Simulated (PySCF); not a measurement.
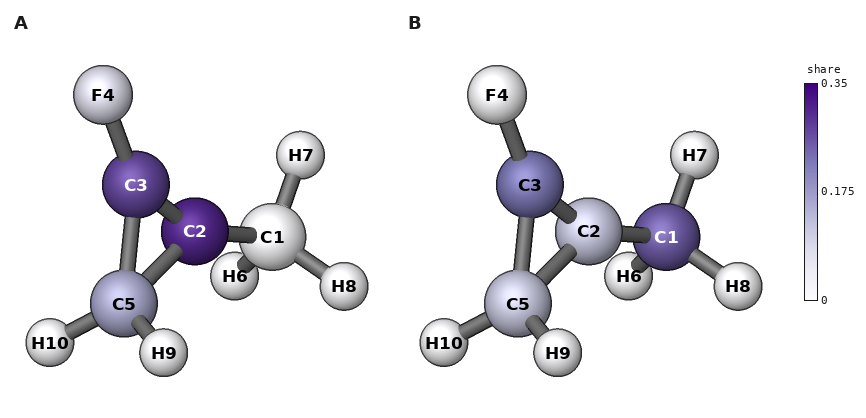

Each panel colours the atoms by their Löwdin share in one orbital (up to four of the largest shares; other atoms are shown as zero). The computed structure is the end point of a PBE0-D3(BJ)/def2-SVP optimisation. No frequency run is at hand to confirm it as a minimum. Computed with HF/def2-SVPD (PySCF 2.14.0).

The panels show the HOMO, LUMO, in some order. Which is which?

A: HOMO, −9.57 eV; C2 0.31, C3 0.27, C5 0.15, F4 0.07
B: LUMO, 2.43 eV; C1 0.25, C3 0.22, C2 0.11, C5 0.11
